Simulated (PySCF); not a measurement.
System: C2H4O2 (methyl formate).

Input file:

```
{"job": {"xc": "PBE0", "basis": "pcSseg-1", "solvent": "dichloromethane", "kind": "nmr", "pop": true}, "charge": 0, "multiplicity": 1}
C     -1.003435    -0.141269     0.136779
O      0.195392    -0.628713    -0.446135
C      1.282583     0.109117    -0.244264
O      1.324295     1.131320     0.377292
H     -1.253960     0.854565    -0.257846
H     -1.788093    -0.860653    -0.123606
H     -0.904447    -0.065419     1.229829
H      2.148662    -0.371950    -0.744865
```

Run with:

```sh
OMP_NUM_THREADS=1 python ens_run.py task.json out
```

Geometry: PBE0-D3(BJ)/def2-SVP.

Computed with PySCF, PBE0/pcSseg-1, SCF density, in a dichloromethane solvent model, non-relativistic.

Question: What can the converged electron density and electron localisation function tell about the bonding?

Answer: C–O (1.20 Å): ρ at the midpoint is about 3.4 e/Å³; the ELF peaks at about 0.85 between the atoms (a short, multiple covalent bond).
C–H (1.10 Å): ρ at the midpoint is about 2 e/Å³; the ELF climbs to about 1 towards the hydrogen, as it does in any bond to H: a covalent bond by its length.
C–O (1.33 Å): the density is about 2.5 e/Å³ at the midpoint; the ELF peaks at about 0.90 between the atoms; a shared but strongly polarised pair.

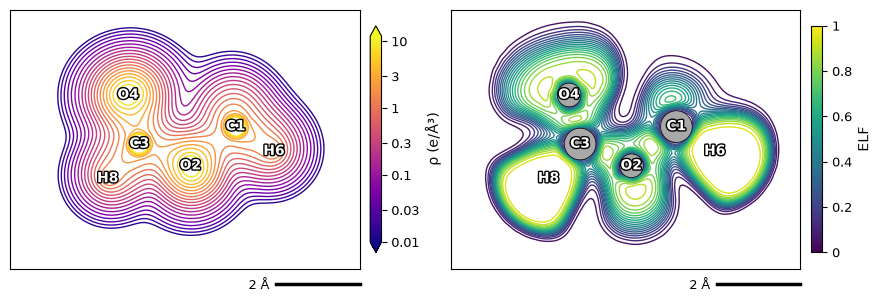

Computed electron density and electron localisation function on the plane of atoms O4, C3 and H8, in this order. Grey discs cover the atomic cores in the ELF map. 
